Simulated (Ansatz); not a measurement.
Geometry relaxation, with input and output: SiH5SO (charge +1)

The run: geometry relaxation of SiH5SO, charge +1. Method and program: RKS PBE-D4/def2-SVPD (Ansatz 0.2.0).

It belongs to a series of runs on one base structure; here: end point B relaxed. Figures and captions count atoms from 1; the log counts them from 0 in places.

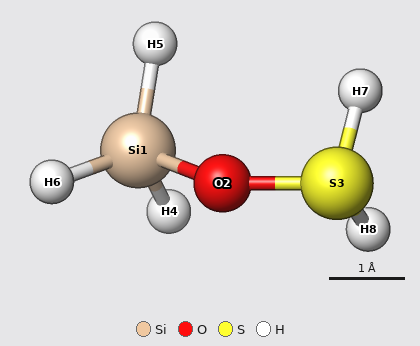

*The starting structure (ball-and-stick view, seen at a tilt; atoms are numbered from 1 in the order of the input).*

**The input**
```yaml
crystal:
  periodic: [false, false, false]
  atoms:
    - { symbol: Si, position_ang: [-0.7999, 1.05305, -0.56496] }
    - { symbol: O, position_ang: [0.13669, -0.10017, 0.36889] }
    - { symbol: S, position_ang: [0.8987, -1.44219, 0.17518] }
    - { symbol: H, position_ang: [-1.90549, 0.25912, -1.08446] }
    - { symbol: H, position_ang: [0.13781, 1.50816, -1.58338] }
    - { symbol: H, position_ang: [-1.04222, 1.90948, 0.58199] }
    - { symbol: H, position_ang: [1.52403, -1.16328, -1.02635] }
    - { symbol: H, position_ang: [-0.08875, -2.14872, -0.48515] }
total_charge: 1
basis:
  gaussian: { orbitals: def2-SVPD }
hamiltonian:
  xc: pbe
  dispersion: d4
relax:
  f_tol: 0.015
  max_steps: 40
output:
  orbitals: {}
```

Launch command:
```bash
ansatz run input.yaml --threads 2 --pin off --max-ram 3072MiB --backend cpu --events-out ev --progress --plain --runs-dir out
```

**Log**
```
The last accepted step is kept in [file] (removed where the run ends without a failure and the disk answers)
Engine: ansatz 0.2.0, aarch64-unknown-linux-gnu
Functional definition: PBE
  parameter kappa = 0.804
  parameter beta = 0.06672455060314922
  exchange = pbe_x(kappa = kappa, mu = beta*pi^2/3)
  correlation = pbe_c(beta = beta)
1003 factors; their error is unknown
mean field evaluation 1: about -20800.3699 eV, gradient 8.7e1 eV
mean field evaluation 2: about -20621.1492 eV, gradient 2.2e2 eV
mean field evaluation 4: about -20814.0486 eV, gradient 1.4e1 eV
mean field evaluation 8: about -20814.5721 eV, gradient 2.3e-1 eV
mean field evaluation 16: about -20814.5494 eV, gradient 5.6e-5 eV
mean field -20814.54935156 eV, -764.9205800617 hartree, gradient 5.6e-5 eV, S^2 0.000000; 0 other end points of the search recorded, 0 dependent functions left out
the calculation of the forces begins
reference -20814.54941405 eV, -764.9205823581 hartree; 21, 21 occupied and 93, 93 virtual orbitals, 1003 factors
relax step   1: F+E_penalty+E_count = -20814.67300643 eV  Δ(F+E_penalty+E_count) = +0.000e0 eV  max|allowed force component| = 1.375e0 eV/Å  Δτ_max = 0.0000 Å  (26 SCF iters, accepted)
these checks for a lower state are left out or cut short: starts, cluster_reference, orbital_swaps, neighbouring_geometries, increment
1003 factors; their error is unknown
mean field -20814.72815532 eV, -764.9271509785 hartree, gradient 8.1e-6 eV, S^2 0.000000; 0 other end points of the search recorded, 0 dependent functions left out
the calculation of the forces begins
reference -20814.72821766 eV, -764.9271532694 hartree; 21, 21 occupied and 93, 93 virtual orbitals, 1003 factors
relax step   2: F+E_penalty+E_count = -20814.84989084 eV  Δ(F+E_penalty+E_count) = -1.769e-1 eV  max|allowed force component| = 6.729e-1 eV/Å  Δτ_max = 0.1495 Å  (28 SCF iters, accepted)
these checks for a lower state are left out or cut short: starts, cluster_reference, orbital_swaps, neighbouring_geometries, increment
1003 factors; their error is unknown
mean field -20814.75055899 eV, -764.9279742984 hartree, gradient 1.1e-5 eV, S^2 0.000000; 0 other end points of the search recorded, 0 dependent functions left out
the calculation of the forces begins
reference -20814.75062107 eV, -764.9279765797 hartree; 21, 21 occupied and 93, 93 virtual orbitals, 1003 factors
relax step   3: F+E_penalty+E_count = -20814.87221155 eV  Δ(F+E_penalty+E_count) = -2.232e-2 eV  max|allowed force component| = 3.834e-1 eV/Å  Δτ_max = 0.0305 Å  (28 SCF iters, accepted)
these checks for a lower state are left out or cut short: starts, cluster_reference, orbital_swaps, neighbouring_geometries, increment
1003 factors; their error is unknown
mean field evaluation 32: about -20814.5895 eV, gradient 1.1e1 eV
mean field -20814.76968811 eV, -764.9286772803 hartree, gradient 1.7e-5 eV, S^2 0.000000; 0 other end points of the search recorded, 0 dependent functions left out
the calculation of the forces begins
reference -20814.76974907 eV, -764.9286795207 hartree; 21, 21 occupied and 93, 93 virtual orbitals, 1003 factors
relax step   4: F+E_penalty+E_count = -20814.89322064 eV  Δ(F+E_penalty+E_count) = -2.101e-2 eV  max|allowed force component| = 3.593e-1 eV/Å  Δτ_max = 0.1219 Å  (28 SCF iters, accepted)
these checks for a lower state are left out or cut short: starts, cluster_reference, orbital_swaps, neighbouring_geometries, increment
1003 factors; their error is unknown
mean field -20814.77475529 eV, -764.9288634958 hartree, gradient 1.1e-5 eV, S^2 0.000000; 0 other end points of the search recorded, 0 dependent functions left out
the calculation of the forces begins
reference -20814.77481641 eV, -764.9288657421 hartree; 21, 21 occupied and 93, 93 virtual orbitals, 1003 factors
relax step   5: F+E_penalty+E_count = -20814.89899942 eV  Δ(F+E_penalty+E_count) = -5.779e-3 eV  max|allowed force component| = 1.055e-1 eV/Å  Δτ_max = 0.0599 Å  (27 SCF iters, accepted)
these checks for a lower state are left out or cut short: starts, cluster_reference, orbital_swaps, neighbouring_geometries, increment
1003 factors; their error is unknown
mean field -20814.77592347 eV, -764.9289064256 hartree, gradient 9.9e-6 eV, S^2 0.000000; 0 other end points of the search recorded, 0 dependent functions left out
the calculation of the forces begins
reference -20814.77598455 eV, -764.9289086703 hartree; 21, 21 occupied and 93, 93 virtual orbitals, 1003 factors
relax step   6: F+E_penalty+E_count = -20814.90027550 eV  Δ(F+E_penalty+E_count) = -1.276e-3 eV  max|allowed force component| = 2.049e-2 eV/Å  Δτ_max = 0.0182 Å  (28 SCF iters, accepted)
these checks for a lower state are left out or cut short: starts, cluster_reference, orbital_swaps, neighbouring_geometries, increment
1003 factors; their error is unknown
mean field -20814.77603531 eV, -764.9289105358 hartree, gradient 1.0e-5 eV, S^2 0.000000; 0 other end points of the search recorded, 0 dependent functions left out
the calculation of the forces begins
reference -20814.77609643 eV, -764.9289127817 hartree; 21, 21 occupied and 93, 93 virtual orbitals, 1003 factors
relax step   7: F+E_penalty+E_count = -20814.90033694 eV  Δ(F+E_penalty+E_count) = -6.144e-5 eV  max|allowed force component| = 2.444e-3 eV/Å  Δτ_max = 0.0053 Å  (29 SCF iters, accepted)
1003 factors; their error is unknown
mean field evaluation 64: about -20812.4373 eV, gradient 2.7e1 eV
```

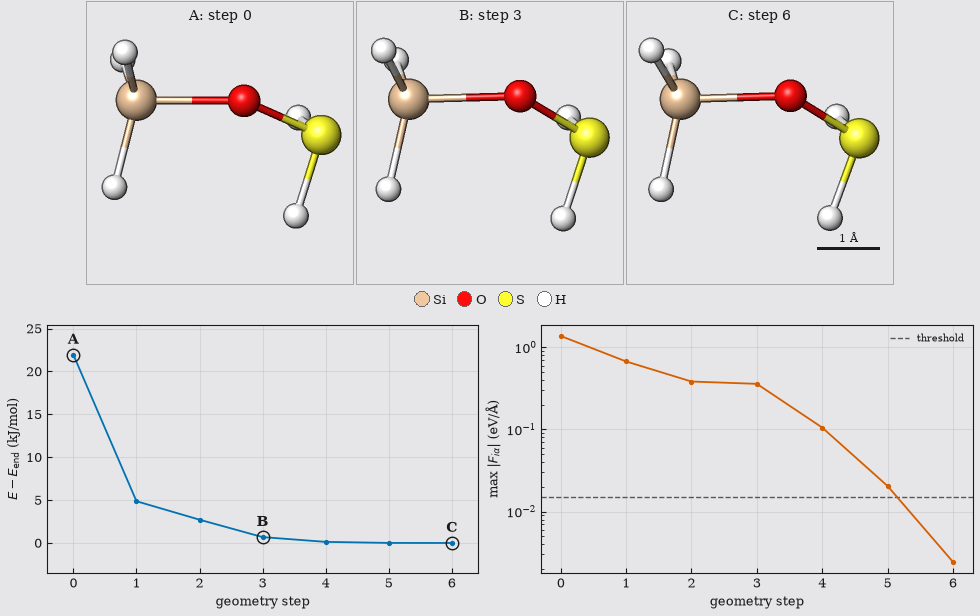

*Frames of the relaxation (ball-and-stick view, seen at a tilt) above the curves, on which the letters mark them (the first geometry is step 0 here and step 1 in the log).*

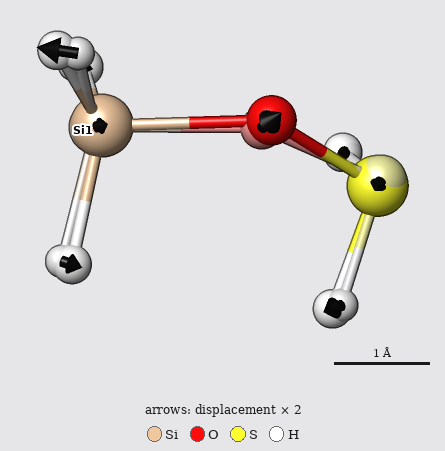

*Start (faint) and end (solid) with the displacements as black arrows, magnified 2 times (ball-and-stick view, seen at a tilt). The two geometries are laid on each other by the best rigid fit.*

Over 6 geometry steps the energy falls by 21.9 kJ/mol. The largest force component goes from 1.4 to 0.0024 eV/Å. H6 moves most after the best rigid fit: 0.22 Å. By element the largest moves are H 0.22 Å, O 0.19 Å, S 0.08 Å, Si 0.08 Å. Among the contacts that change: Si1–O2 1.755 → 1.805 Å, O2–S3 1.555 → 1.599 Å, Si1–H4 1.457 → 1.495 Å, Si1–H6 1.452 → 1.486 Å. Among the angles that change: Si1–O2–S3 139.7° → 126.8°, O2–Si1–H6 93.2° → 100.9°, O2–S3–H7 99.0° → 103.8°. (Atoms are counted from 1 in the order of the input.)

```
mean field -20814.77603531 eV, -764.9289105358 hartree, gradient 1.0e-5 eV, S^2 0.000000; 1 other end points of the search recorded, 0 dependent functions left out
the calculation of the forces begins
reference -20814.77609643 eV, -764.9289127817 hartree; 21, 21 occupied and 93, 93 virtual orbitals, 1003 factors
Total energy: -20814.90039805 eV, -764.9334807823 hartree
Atom 0 at    -0.772002     1.026075    -0.499362 Å, force     0.000426    -0.000962    -0.000224 eV/Å
Atom 1 at     0.182604    -0.091317     0.549078 Å, force    -0.001763     0.002444     0.000189 eV/Å
Atom 2 at     0.871211    -1.465442     0.107225 Å, force     0.001264    -0.001484     0.001982 eV/Å
Atom 3 at    -1.882969     0.166239    -1.011416 Å, force    -0.000351     0.000617     0.000191 eV/Å
Atom 4 at     0.194456     1.421158    -1.569381 Å, force    -0.000385    -0.000120     0.000026 eV/Å
Atom 5 at    -1.145559     2.079471     0.479679 Å, force     0.000429     0.000069     0.000288 eV/Å
Atom 6 at     1.539427    -1.139211    -1.068023 Å, force     0.001818     0.000786    -0.001507 eV/Å
Atom 7 at    -0.126298    -2.121523    -0.606038 Å, force    -0.001438    -0.001350    -0.000945 eV/Å
Dipole moment:     0.143971    -0.442837    -0.423737 e Å
```

**Trajectory as extended XYZ (Å, eV, eV/Å), 7 frames, from step=1 to step=7**
```
8
Properties=species:S:1:pos:R:3:forces:R:3 step=1 energy=-20814.67301
Si   -0.7999    1.0531   -0.5650    0.0496  -0.0232   0.1177
O     0.1367   -0.1002    0.3689   -0.0560   0.7830   1.3749
S     0.8987   -1.4422    0.1752    0.1165  -0.5855  -0.7523
H    -1.9055    0.2591   -1.0845   -0.6123  -0.2826  -0.3017
H     0.1378    1.5082   -1.5834    0.3708   0.3166  -0.5412
H    -1.0422    1.9095    0.5820   -0.3473   0.6839   0.2969
H     1.5240   -1.1633   -1.0264    0.3542  -0.3723  -0.1261
H    -0.0887   -2.1487   -0.4852    0.1246  -0.5200  -0.0682
8
Properties=species:S:1:pos:R:3:forces:R:3 step=2 energy=-20814.84989
Si   -0.7963    1.0662   -0.5231   -0.1987   0.2264  -0.2231
O     0.1547   -0.1138    0.3984   -0.0005   0.3321   0.6729
S     0.9056   -1.4727    0.1468    0.1418  -0.3477  -0.2334
H    -1.9396    0.2974   -1.0756   -0.1369  -0.1191  -0.0306
H     0.1207    1.5554   -1.5829    0.1403   0.0495  -0.0988
H    -1.1218    2.0330    0.5541   -0.0103   0.0335   0.0366
H     1.5904   -1.2440   -1.0406    0.0141  -0.0970  -0.0480
H    -0.0529   -2.2461   -0.4954    0.0502  -0.0775  -0.0757
8
Properties=species:S:1:pos:R:3:forces:R:3 step=3 energy=-20814.87221
Si   -0.7988    1.0701   -0.5218   -0.1431   0.1325  -0.2303
O     0.1587   -0.1031    0.4268    0.0528   0.0962   0.3834
S     0.9022   -1.4721    0.1434    0.0659  -0.2076  -0.1791
H    -1.9471    0.2795   -1.0628    0.0339  -0.0058   0.0117
H     0.1393    1.5538   -1.5810   -0.0089  -0.0286   0.0172
H    -1.1348    2.0533    0.5445    0.0172  -0.0354  -0.0213
H     1.5860   -1.2580   -1.0494    0.0010   0.0302   0.0101
H    -0.0446   -2.2481   -0.5179   -0.0189   0.0186   0.0082
8
Properties=species:S:1:pos:R:3:forces:R:3 step=4 energy=-20814.89322
Si   -0.7836    1.0422   -0.5181    0.1297  -0.1462   0.1701
O     0.1829   -0.0934    0.5318   -0.2558   0.3593  -0.1473
S     0.8773   -1.4602    0.1159    0.1876  -0.3217  -0.0218
H    -1.9024    0.1957   -1.0388    0.0372   0.0053   0.0159
H     0.1817    1.4647   -1.5797   -0.0140  -0.0220   0.0219
H    -1.1343    2.0544    0.5090   -0.0409   0.0599  -0.0242
H     1.5492   -1.1680   -1.0673   -0.0435   0.0183   0.0026
H    -0.1100   -2.1600   -0.5711   -0.0003   0.0471  -0.0174
8
Properties=species:S:1:pos:R:3:forces:R:3 step=5 energy=-20814.89900
Si   -0.7704    1.0285   -0.4941    0.0563  -0.1055  -0.0346
O     0.1896   -0.0950    0.5519   -0.0158   0.0235  -0.0026
S     0.8763   -1.4706    0.1048   -0.0718   0.1032  -0.0310
H    -1.8741    0.1616   -1.0092   -0.0059  -0.0018  -0.0051
H     0.2006    1.4249   -1.5590    0.0004   0.0020  -0.0087
H    -1.1610    2.0883    0.4675    0.0119   0.0084   0.0643
H     1.5294   -1.1405   -1.0782    0.0161  -0.0128   0.0087
H    -0.1296   -2.1217   -0.6018    0.0086  -0.0170   0.0089
8
Properties=species:S:1:pos:R:3:forces:R:3 step=6 energy=-20814.90027
Si   -0.7704    1.0253   -0.4983    0.0004  -0.0073  -0.0163
O     0.1852   -0.0908    0.5508   -0.0114   0.0175  -0.0040
S     0.8712   -1.4649    0.1059    0.0143  -0.0151   0.0205
H    -1.8791    0.1634   -1.0122    0.0030  -0.0007   0.0007
H     0.1965    1.4233   -1.5670   -0.0007  -0.0041   0.0014
H    -1.1490    2.0786    0.4773   -0.0016   0.0107   0.0175
H     1.5353   -1.1392   -1.0712    0.0073   0.0050  -0.0119
H    -0.1288   -2.1202   -0.6034   -0.0113  -0.0061  -0.0078
8
Properties=species:S:1:pos:R:3:forces:R:3 step=7 energy=-20814.90034
Si   -0.7720    1.0261   -0.4994    0.0004  -0.0010  -0.0002
O     0.1826   -0.0913    0.5491   -0.0018   0.0024   0.0002
S     0.8712   -1.4654    0.1072    0.0013  -0.0015   0.0020
H    -1.8830    0.1662   -1.0114   -0.0004   0.0006   0.0002
H     0.1945    1.4212   -1.5694   -0.0004  -0.0001   0.0000
H    -1.1456    2.0795    0.4797    0.0004   0.0001   0.0003
H     1.5394   -1.1392   -1.0680    0.0018   0.0008  -0.0015
H    -0.1263   -2.1215   -0.6060   -0.0014  -0.0014  -0.0009
```

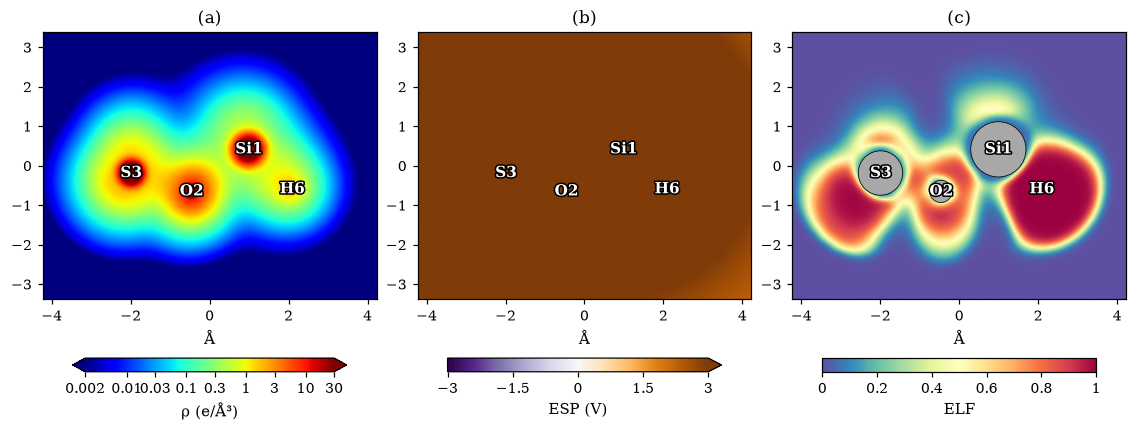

*(a) total electron density; (b) electrostatic potential; (c) ELF on the plane of atoms O2, Si1 and H6. Grey discs, where drawn, cover atomic cores.*

The section cuts through Si, O, S and H sites. Si–O (1.81 Å): ρ at the midpoint is about 0.75 e/Å³; the ELF peaks at about 0.90 between the atoms (a shared but strongly polarised pair). Si–H (1.49 Å): ρ is about 0.81 e/Å³ halfway; the ELF climbs to about 1 towards the hydrogen, as it does in any bond to H. The potential has no marked negative region in this plane.

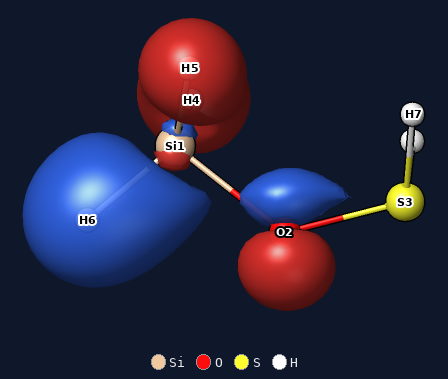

*The HOMO−1 at ±0.15 Å⁻³ᐟ² (blue and red are the two phases), seen from the side.*

Its weight (Hirshfeld) is mainly on Si1 (35 %), H6 (25 %), O2 (15 %), H4 (10 %) and H5 (10 %). Its energy is −13.51 eV.

**Summary**

| quantity | value |
| --- | --- |
| outcome | converged |
| total energy | −20814.9004 eV |
| mean-field energy | −20814.7761 eV |
| largest force (length of the vector) at the end | 0.003 eV/Å |
| hardware | 2 threads of Arm Neoverse V1, 24 GiB of memory available, shared host |
| wall time | 14 s (CPU time 27 s) |
| peak memory | 0.14 GiB |
